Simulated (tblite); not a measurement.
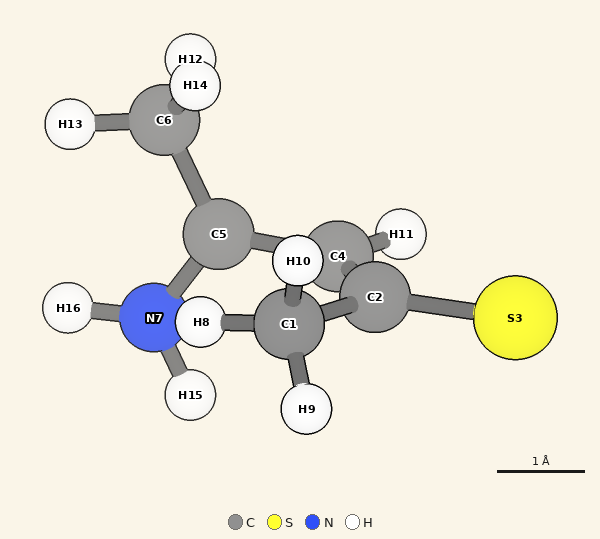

*The input geometry (ball-and-stick view, seen at a tilt; atoms are numbered from 1 in the order of the input).*

Bond lengths as drawn: C–C 1.37 to 1.50 Å, C–H 1.08 to 1.09 Å, C–N 1.33 Å, C–S 1.68 Å and H–N 1.01 Å.

Saddle-point search, with input and output: C₅H₉NS

System: C₅H₉NS.
Method: GFN2-xTB saddle search (eigenvector following) and harmonic vibrations, gas phase (tblite 0.8.0).

What the program printed
```
step      E/eV     max force
  0    -581.70952   0.1318
  1    -581.71226   0.1125
  2    -581.71260   0.1405
  3    -581.71385   0.0406
  4    -581.71415   0.0716
  5    -581.71441   0.0450
  6    -581.71452   0.0369
  7    -581.71459   0.0100
  8    -581.71460   0.0030
lowest wavenumbers (cm-1): -621.1 84.1 91.6 123.2 162.9 260.7
```

Trajectory as extended XYZ (Å, eV, eV/Å), 7 of the 9 frames kept, from step=0 to step=8
```
16
Properties=species:S:1:pos:R:3:forces:R:3 step=0 energy=-581.70952
C    -1.9681    0.0583   -0.1395   -0.0460   0.0420   0.0280
C    -1.1291   -1.1134   -0.5607   -0.0280   0.0580  -0.1150
S    -1.9587   -2.4970   -1.0447   -0.0080   0.0100   0.0000
C     0.2339   -1.0272   -0.5167    0.0130  -0.0320  -0.0010
C     0.9509    0.1313   -0.0543    0.0350  -0.0100  -0.0070
C     1.3168    0.3052    1.3751    0.0520  -0.0070   0.0250
N     1.2918    1.0870   -0.9176   -0.0710   0.0570   0.0270
H    -1.3612    0.9558   -0.0013   -0.0200  -0.0300   0.0380
H    -2.7400    0.2593   -0.8831    0.0520  -0.0480   0.0350
H    -2.4744   -0.1800    0.7985    0.0220   0.0320  -0.0670
H     0.8198   -1.8903   -0.7830    0.0370  -0.0470   0.0920
H     2.1863   -0.3151    1.6018   -0.0170  -0.0320   0.0070
H     1.5637    1.3368    1.6212   -0.0110   0.0180  -0.0360
H     0.5036   -0.0401    2.0111    0.0200   0.0000  -0.0230
H     1.0598    0.9717   -1.8932   -0.0240   0.0290   0.0360
H     1.7050    1.9578   -0.6135   -0.0070  -0.0410  -0.0400
16
Properties=species:S:1:pos:R:3:forces:R:3 step=1 energy=-581.71226
C    -1.9630    0.0449   -0.1170   -0.0390   0.0490   0.0340
C    -1.1212   -1.1183   -0.5565   -0.0210   0.0160  -0.0390
S    -1.9538   -2.4887   -1.0750    0.0060   0.0150   0.0050
C     0.2415   -1.0320   -0.5121    0.0150  -0.0180  -0.0040
C     0.9541    0.1329   -0.0561    0.0070  -0.0060   0.0040
C     1.3126    0.3222    1.3726    0.0410  -0.0230   0.0740
N     1.2827    1.0853   -0.9270   -0.0210   0.0290   0.0110
H    -1.3516    0.9274    0.0941   -0.0590  -0.0740  -0.0020
H    -2.6946    0.2873   -0.8896    0.0590  -0.0210   0.0640
H    -2.5191   -0.2297    0.7829    0.0410   0.0360  -0.0890
H     0.8344   -1.8822   -0.8061    0.0050  -0.0050   0.0360
H     2.1298   -0.3595    1.6303   -0.0860   0.0620  -0.0120
H     1.6270    1.3439    1.5910   -0.0240  -0.0770  -0.0180
H     0.4653    0.0504    2.0051    0.0900   0.0310  -0.0600
H     1.0397    0.9655   -1.8991   -0.0080   0.0110   0.0160
H     1.7162    1.9506   -0.6373   -0.0070  -0.0240  -0.0190
16
Properties=species:S:1:pos:R:3:forces:R:3 step=3 energy=-581.71385
C    -1.9620    0.0395   -0.1044    0.0020   0.0040  -0.0010
C    -1.1209   -1.1194   -0.5567   -0.0030  -0.0040   0.0000
S    -1.9555   -2.4756   -1.1078    0.0070   0.0080   0.0100
C     0.2419   -1.0375   -0.5035   -0.0010  -0.0050  -0.0030
C     0.9544    0.1296   -0.0528   -0.0010   0.0030   0.0010
C     1.3139    0.3338    1.3735    0.0030  -0.0040   0.0240
N     1.2773    1.0762   -0.9324    0.0000   0.0030   0.0020
H    -1.3494    0.9037    0.1591   -0.0060  -0.0100   0.0000
H    -2.6603    0.3179   -0.8921    0.0020   0.0020   0.0010
H    -2.5534   -0.2567    0.7618   -0.0010   0.0000  -0.0080
H     0.8365   -1.8809   -0.8135   -0.0020   0.0040   0.0030
H     2.1277   -0.3450    1.6396   -0.0260   0.0210  -0.0060
H     1.6279    1.3569    1.5783   -0.0040  -0.0330  -0.0020
H     0.4682    0.0711    2.0085    0.0320   0.0120  -0.0220
H     1.0260    0.9497   -1.9012    0.0010   0.0020   0.0020
H     1.7277    1.9365   -0.6565   -0.0040  -0.0020  -0.0010
16
Properties=species:S:1:pos:R:3:forces:R:3 step=4 energy=-581.71415
C    -1.9647    0.0361   -0.1044   -0.0390   0.0260   0.0200
C    -1.1197   -1.1224   -0.5491    0.0040   0.0080   0.0060
S    -1.9503   -2.4845   -1.0878   -0.0140  -0.0250  -0.0090
C     0.2429   -1.0340   -0.5048    0.0080   0.0080   0.0020
C     0.9541    0.1343   -0.0550   -0.0010  -0.0040  -0.0010
C     1.3165    0.3332    1.3710    0.0150  -0.0040   0.0240
N     1.2758    1.0825   -0.9329   -0.0020  -0.0040  -0.0040
H    -1.3521    0.8962    0.1767   -0.0360  -0.0320  -0.0080
H    -2.6472    0.3234   -0.9055    0.0410  -0.0110   0.0480
H    -2.5760   -0.2647    0.7485    0.0370   0.0250  -0.0560
H     0.8396   -1.8746   -0.8179   -0.0020   0.0000  -0.0010
H     2.1104   -0.3679    1.6395   -0.0290   0.0250  -0.0040
H     1.6583    1.3475    1.5750   -0.0110  -0.0320  -0.0050
H     0.4630    0.0944    2.0045    0.0260   0.0100  -0.0110
H     1.0238    0.9580   -1.9017   -0.0010   0.0010  -0.0030
H     1.7256    1.9424   -0.6559    0.0040   0.0070   0.0030
16
Properties=species:S:1:pos:R:3:forces:R:3 step=5 energy=-581.71441
C    -1.9665    0.0322   -0.1036    0.0140  -0.0090  -0.0050
C    -1.1183   -1.1252   -0.5466    0.0000  -0.0020  -0.0030
S    -1.9455   -2.4917   -1.0830    0.0030   0.0060   0.0030
C     0.2441   -1.0314   -0.5056   -0.0040  -0.0020  -0.0020
C     0.9544    0.1374   -0.0560    0.0010   0.0000   0.0030
C     1.3191    0.3335    1.3699    0.0080  -0.0050   0.0280
N     1.2731    1.0876   -0.9328    0.0030   0.0050   0.0010
H    -1.3585    0.8909    0.1838    0.0130   0.0130   0.0040
H    -2.6412    0.3215   -0.9071   -0.0110   0.0060  -0.0170
H    -2.5826   -0.2694    0.7417   -0.0150  -0.0110   0.0180
H     0.8424   -1.8698   -0.8216    0.0000  -0.0010   0.0010
H     2.0873   -0.3927    1.6463   -0.0310   0.0320  -0.0060
H     1.6926    1.3377    1.5686   -0.0130  -0.0360  -0.0040
H     0.4555    0.1276    2.0026    0.0370   0.0090  -0.0210
H     1.0183    0.9655   -1.9013    0.0000   0.0000   0.0010
H     1.7257    1.9463   -0.6553   -0.0050  -0.0060  -0.0020
16
Properties=species:S:1:pos:R:3:forces:R:3 step=7 energy=-581.71459
C    -1.9657    0.0328   -0.1024    0.0050  -0.0040  -0.0010
C    -1.1189   -1.1256   -0.5447    0.0010   0.0000   0.0000
S    -1.9476   -2.4906   -1.0819    0.0000   0.0000   0.0000
C     0.2436   -1.0333   -0.5041    0.0000   0.0000   0.0000
C     0.9541    0.1359   -0.0558    0.0000   0.0000   0.0000
C     1.3202    0.3347    1.3694    0.0000   0.0000   0.0000
N     1.2719    1.0852   -0.9340    0.0000   0.0000   0.0000
H    -1.3561    0.8845    0.2028    0.0060   0.0060   0.0020
H    -2.6260    0.3355   -0.9135   -0.0050   0.0020  -0.0080
H    -2.5974   -0.2737    0.7301   -0.0060  -0.0040   0.0070
H     0.8412   -1.8718   -0.8212    0.0000   0.0000   0.0000
H     2.0965   -0.3818    1.6433    0.0000   0.0010   0.0000
H     1.6831    1.3417    1.5677    0.0000  -0.0010   0.0000
H     0.4620    0.1194    2.0041    0.0000   0.0000   0.0000
H     1.0164    0.9618   -1.9021    0.0000   0.0000   0.0000
H     1.7227    1.9451   -0.6577    0.0000   0.0000   0.0000
16
Properties=species:S:1:pos:R:3:forces:R:3 step=8 energy=-581.71460
C    -1.9658    0.0330   -0.1022    0.0020  -0.0010   0.0000
C    -1.1192   -1.1259   -0.5437    0.0000   0.0000   0.0000
S    -1.9482   -2.4907   -1.0808    0.0000   0.0000   0.0000
C     0.2433   -1.0336   -0.5035    0.0000   0.0000   0.0000
C     0.9539    0.1358   -0.0557    0.0000   0.0000   0.0000
C     1.3208    0.3350    1.3693    0.0000   0.0000   0.0010
N     1.2714    1.0847   -0.9344    0.0000   0.0000   0.0000
H    -1.3557    0.8824    0.2091    0.0020   0.0020   0.0010
H    -2.6209    0.3400   -0.9163   -0.0020   0.0010  -0.0020
H    -2.6031   -0.2748    0.7257   -0.0020  -0.0010   0.0020
H     0.8408   -1.8721   -0.8207    0.0000   0.0000   0.0000
H     2.1003   -0.3787    1.6417   -0.0010   0.0010   0.0000
H     1.6802    1.3433    1.5677    0.0000  -0.0010   0.0000
H     0.4643    0.1160    2.0048    0.0010   0.0000  -0.0010
H     1.0156    0.9609   -1.9023    0.0000   0.0000   0.0000
H     1.7222    1.9447   -0.6585    0.0000   0.0000   0.0000
```

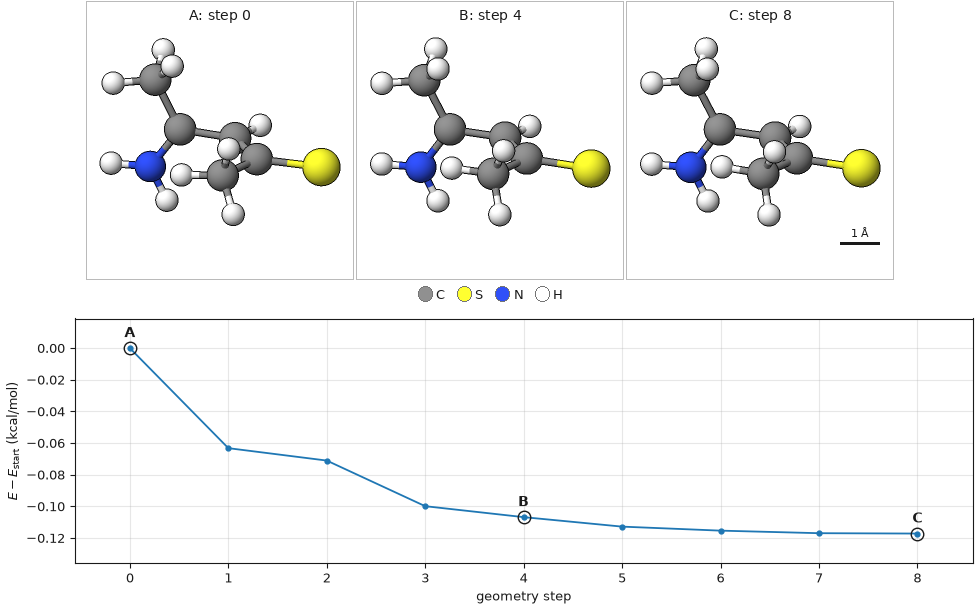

*Frames of the saddle-point search (ball-and-stick view, seen at a tilt) above the curves, on which the letters mark them (steps are counted from 0).*

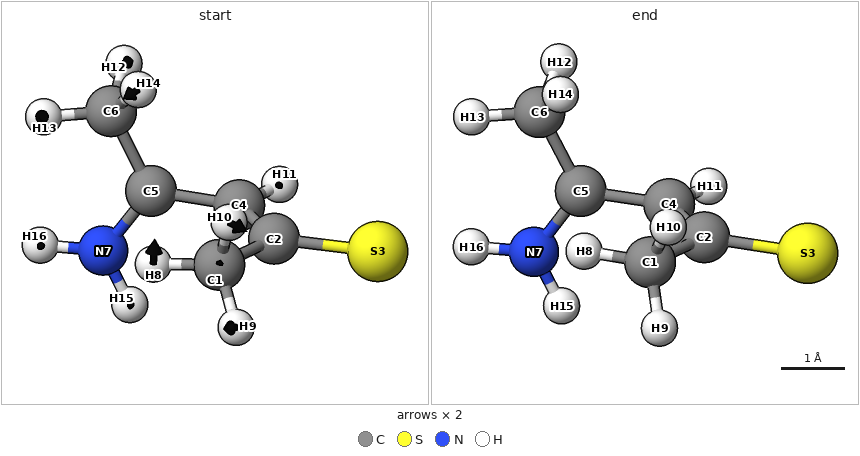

*Before (left) and after (right) the saddle-point search, at one scale (ball-and-stick view, seen at a tilt). The black arrows give the displacements, magnified 2 times.*

The largest move after the best rigid fit is that of H8, 0.22 Å. Largest moves by element: H 0.22 Å, C 0.04 Å, S 0.04 Å, N 0.03 Å. After 8 geometry steps the energy has fallen by 0.12 kcal/mol. The largest force component goes from 0.12 to 0.002 eV/Å. (Atoms are counted from 1 in the order of the input.)

This output came from the following input.

The input
```
{"job": {"xc": "GFN2-xTB", "basis": "xTB", "kind": "saddle"}, "charge": 0, "multiplicity": 1}
C     -1.968094     0.058262    -0.139524
C     -1.129137    -1.113354    -0.560698
S     -1.958683    -2.497042    -1.044698
C      0.233877    -1.027210    -0.516660
C      0.950948     0.131273    -0.054298
C      1.316767     0.305206     1.375134
N      1.291757     1.086958    -0.917584
H     -1.361207     0.955787    -0.001341
H     -2.739993     0.259254    -0.883092
H     -2.474416    -0.179999     0.798544
H      0.819783    -1.890279    -0.783042
H      2.186331    -0.315084     1.601774
H      1.563663     1.336768     1.621175
H      0.503581    -0.040069     2.011087
H      1.059783     0.971716    -1.893232
H      1.705041     1.957812    -0.613545
```

The first line tells a small driver script what to run in tblite; the rest is the geometry in Å.

Launch command:
```bash
OMP_NUM_THREADS=1 python <driver script> task.json out
```

Results in brief

```csv
quantity,value
outcome,converged
total energy,−581.7146 eV
point group,C1
hardware,"1 CPU thread, shared host"
wall time,3 s
peak memory,0.2 GiB
```
